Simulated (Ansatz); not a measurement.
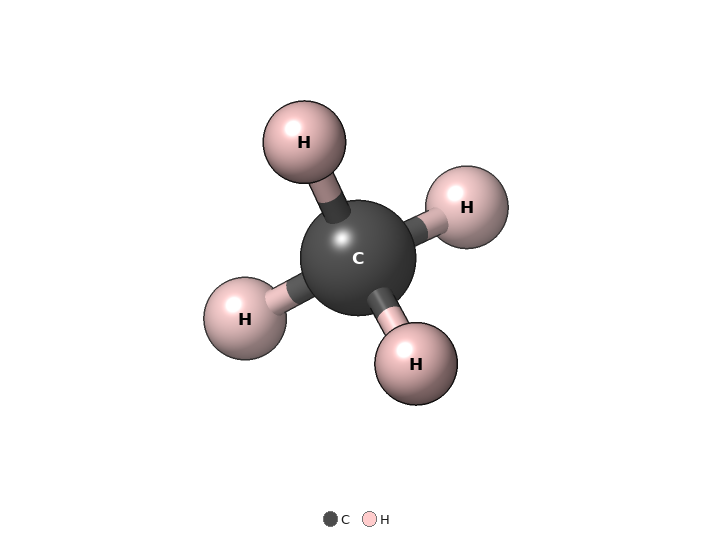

The picture shows a molecular structure as a ball-and-stick model.

The geometry was computed by an optimisation with PBE0-D4/def2-TZVP.

> Count the atoms of each element.

CH₄, 5 atoms: 1 carbon and 4 hydrogen.

> What is the point group of this geometry?

Td.

The parts below concern this one geometry. Atoms keep their numbers from picture to picture.

## Charges

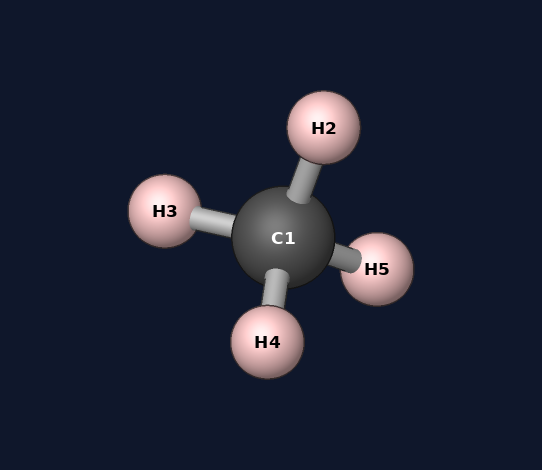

The questions are on Mulliken charges. Level of theory: RKS PBE0-D4/def2-TZVP (Ansatz 0.2.0).

List the Mulliken charges.

```json
{"atom": "C1", "value (e)": "−0.53"}
{"atom": "H2", "value (e)": "0.13"}
{"atom": "H3", "value (e)": "0.13"}
{"atom": "H4", "value (e)": "0.13"}
{"atom": "H5", "value (e)": "0.13"}
```

## Electronic properties

Method: RKS PBE0-D4/def2-TZVPP (Ansatz 0.2.0).

Computed properties:

- HOMO energy (Kohn–Sham orbital): −10.98 eV
- LUMO energy (Kohn–Sham orbital): 1.70 eV
- HOMO–LUMO gap: 12.68 eV

## Vibrations

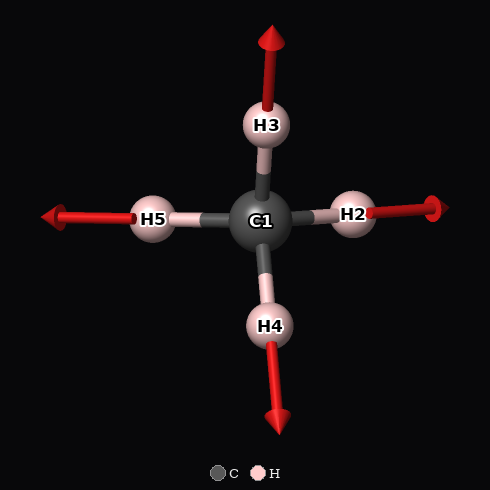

The arrows show one normal mode. Harmonic vibrations computed with RKS PBE0-D4/def2-TZVP (Ansatz 0.2.0) at a stationary point of the same level.

> Describe the motion.

Mostly in-phase stretching of 4 C–H bonds.

> Estimate its harmonic wavenumber.

3048 cm⁻¹; it is mode 6 of 9 counted from the lowest.

Mulliken values depend strongly on the basis set and can even reverse the polarity of a bond.
